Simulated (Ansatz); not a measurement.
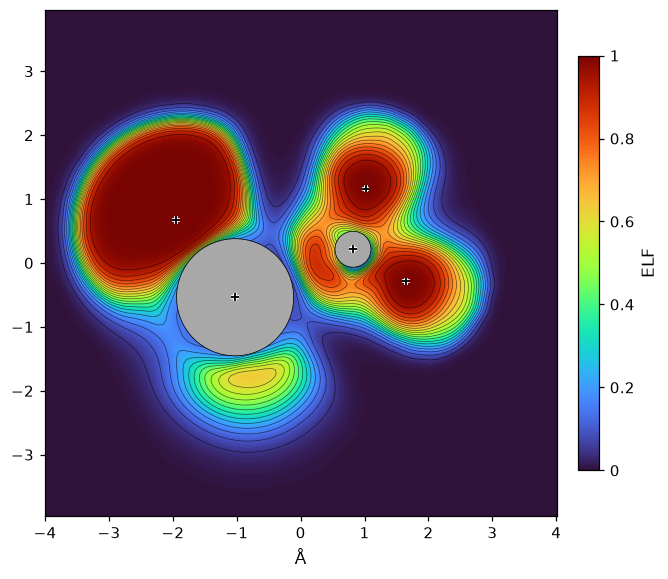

The electron localisation function on a plane through atoms (crosses mark nuclei in the plane; grey discs cover the cores).

All numbers below come from UKS PBE0-D4/def2-TZVP (Ansatz 0.2.0).

Candidates:
A. B$_{2}$Cl$_{2}$H$_{4}$ (charge +1, doublet)
B. Be$_{2}$Br$_{2}$ (charge +1, doublet)
C. GaH$_{5}$O (charge +1, doublet)

Which system is this?

Candidate C: GaH$_{5}$O on the plane of atoms H3, O2 and H4, which holds Ga, O and H. Ga–O (1.99 Å): the ELF peaks at about 0.90 in the valence shell of O, 0.6 Å from its nucleus, and is about 0.20 at the midpoint. O–H (0.97 Å): the ELF climbs to about 1 towards the hydrogen, as it does in any bond to H; an ordinary covalent bond to hydrogen.
